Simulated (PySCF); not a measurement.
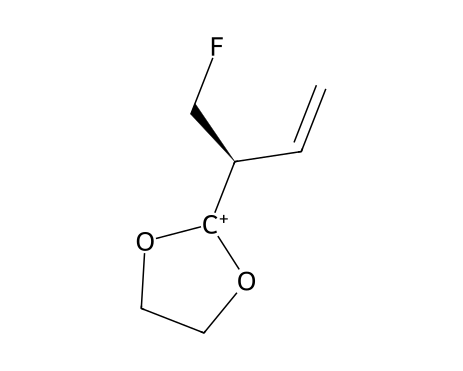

A structural formula. State: charge +1, singlet.

Transcribe the drawing into SMILES.

Answer. C=C[C@H](CF)[C+]1OCCO1

Give the formula, hydrogens included.

Answer. C7H10FO2, charge +1.

An optimisation with GFN2-xTB gave a structure of which point group?

Answer. C1.

More results for the same structure follow; atom numbers are the same in all pictures, views and colours differ. The geometry was computed by an optimisation with GFN2-xTB. No frequency run is at hand to confirm it as a minimum.

**Shape**

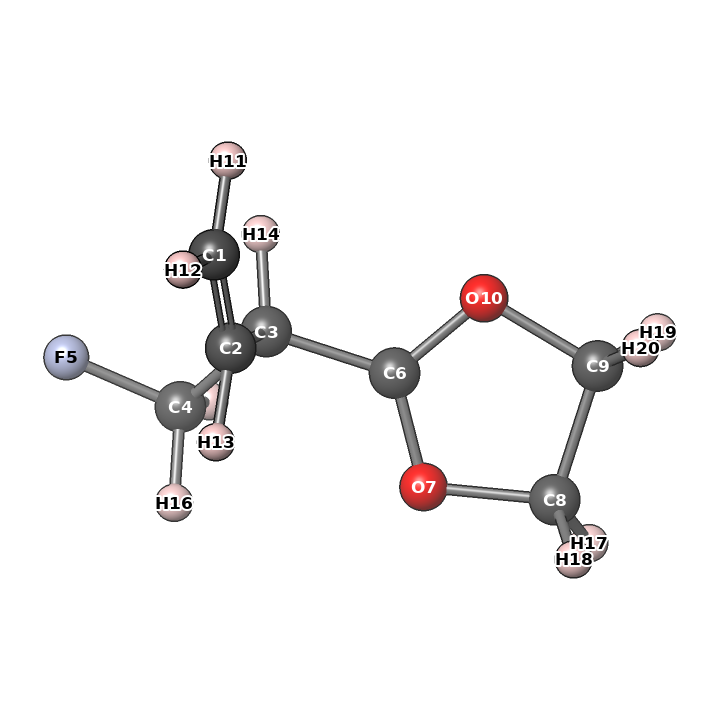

C3 lies behind C2. The molecule seen a little off the C2–C3 bond, C2 in front. Depth is shown by fading: the farther an atom, the more it takes the colour of the background. No frequency run is at hand to confirm it as a minimum.

What is the torsion angle C1–C2–C3–C4? The sign is positive where the front bond must turn clockwise to cover the back bond.

Answer. −130°, anticlinal.

**Charges**

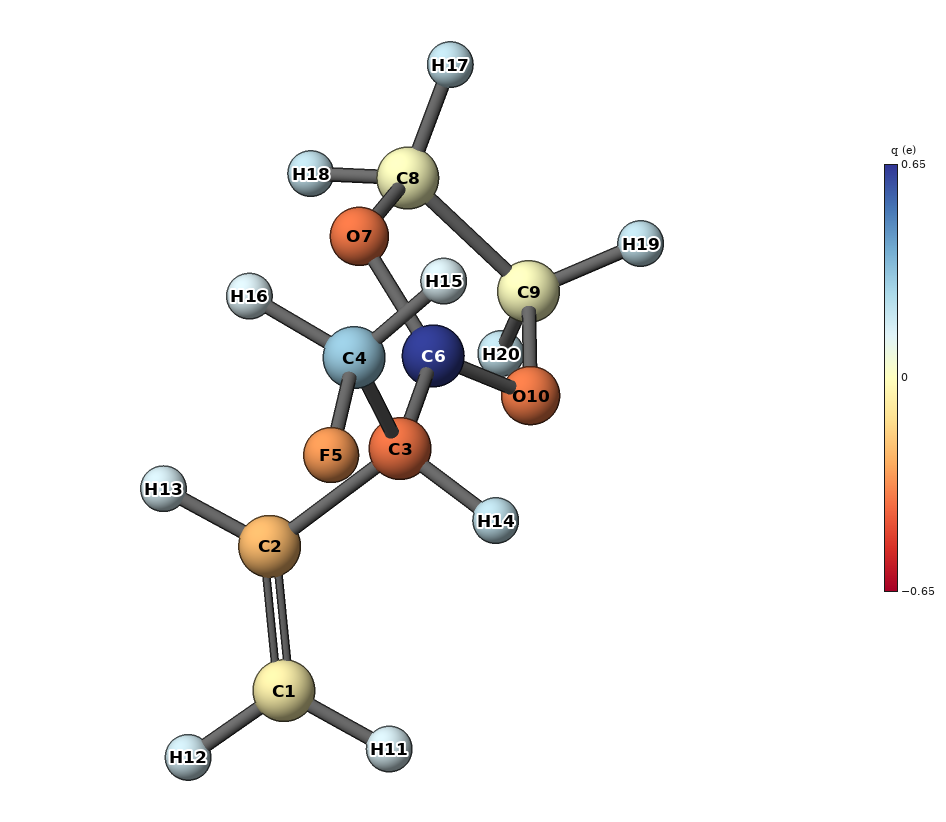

Atoms are coloured by their Mulliken charges. No frequency run is at hand to confirm it as a minimum. Level of theory: PBE0/pcSseg-1, gas phase (PySCF 2.14.0).

Which atom carries the highest charge (most positive or least negative)?

Answer. C6 (0.63 e).

And the lowest?

Answer. C3, O7 (−0.37 e).

List the Mulliken charges.

```json
{"atom": "C1", "value (e)": "−0.05"}
{"atom": "C2", "value (e)": "−0.22"}
{"atom": "C3", "value (e)": "−0.37"}
{"atom": "C4", "value (e)": "0.30"}
{"atom": "F5", "value (e)": "−0.29"}
{"atom": "C6", "value (e)": "0.63"}
{"atom": "O7", "value (e)": "−0.37"}
{"atom": "C8", "value (e)": "0.00"}
{"atom": "C9", "value (e)": "0.00"}
{"atom": "O10", "value (e)": "−0.35"}
{"atom": "H11", "value (e)": "0.15"}
{"atom": "H12", "value (e)": "0.17"}
{"atom": "H13", "value (e)": "0.15"}
{"atom": "H14", "value (e)": "0.20"}
{"atom": "H15", "value (e)": "0.13"}
{"atom": "H16", "value (e)": "0.13"}
{"atom": "H17", "value (e)": "0.20"}
{"atom": "H18", "value (e)": "0.20"}
{"atom": "H19", "value (e)": "0.20"}
{"atom": "H20", "value (e)": "0.20"}
```

**Electronic properties**

No frequency run is at hand to confirm it as a minimum. Level of theory: PBE0/pcSseg-1, gas phase (PySCF 2.14.0).

What does the calculation give?

- HOMO energy (Kohn–Sham orbital): −12.13 eV
- LUMO energy (Kohn–Sham orbital): −6.59 eV
- HOMO–LUMO gap: 5.54 eV

**Ring current**

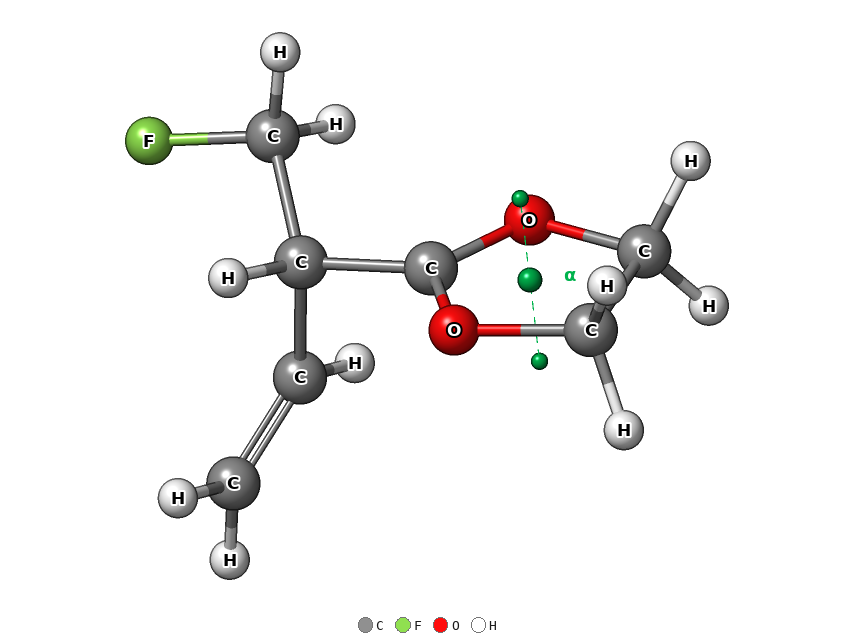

The small points mark where nucleus-independent chemical shifts (NICS) were computed: at the centre of each lettered ring and 1 Å above and below it. No frequency run is at hand to confirm it as a minimum. Method: GIAO PBE0/pcSseg-1 NMR shielding, non-relativistic, gas phase (PySCF 2.14.0).

Give NICS(0), NICS(1) and the out-of-plane component NICS(1)zz for each ring (means of the two sides).

```
ring  members  NICS(0)  NICS(1)  NICS(1)zz
   α     C3O2     −6.6     −2.9       −5.8
```

Values in ppm.

What do the values say about the ring currents?

Answer. Ring α: weak, as in a non-aromatic ring. NICS is one index among several.

**Quadrupole coupling**

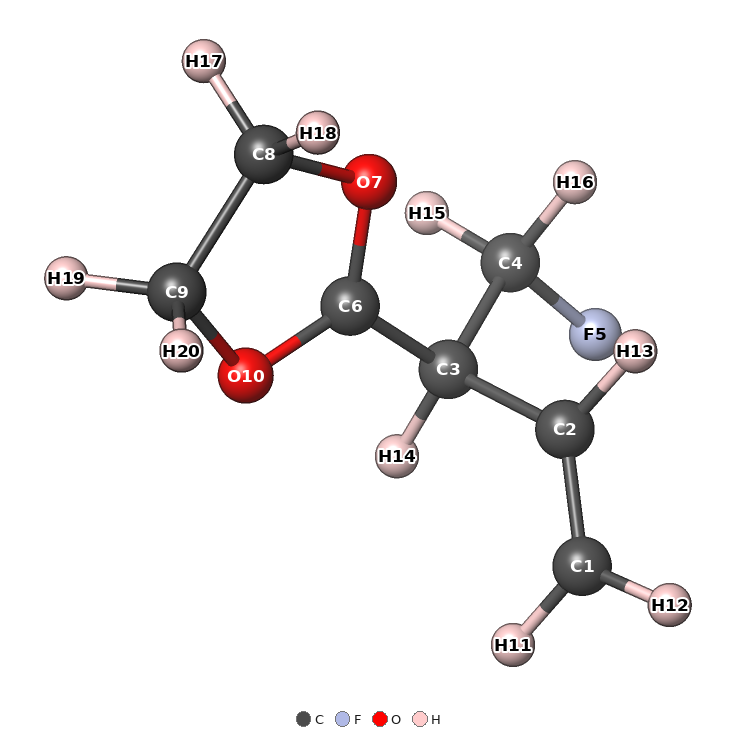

No frequency run is at hand to confirm it as a minimum. Electric field gradients from the ground-state density, PBE0/pcSseg-1 (PySCF 2.14.0), non-relativistic apart from any core potentials.

Give the largest field-gradient component, the quadrupole coupling constant and the asymmetry for 17O at O7 (Q = −25.6 mb), 17O at O10 (Q = −25.6 mb), 2H at H11 (Q = 2.86 mb), 2H at H12 (Q = 2.86 mb).

```tsv
atom	V_zz (a.u.)	e²qQ/h (MHz)	η
O7	1.513	−9.10	0.19
O10	1.519	−9.14	0.19
H11	0.328	0.220	0.04
H12	0.328	0.221	0.03
```

Mulliken values depend strongly on the basis set and can even reverse the polarity of a bond.
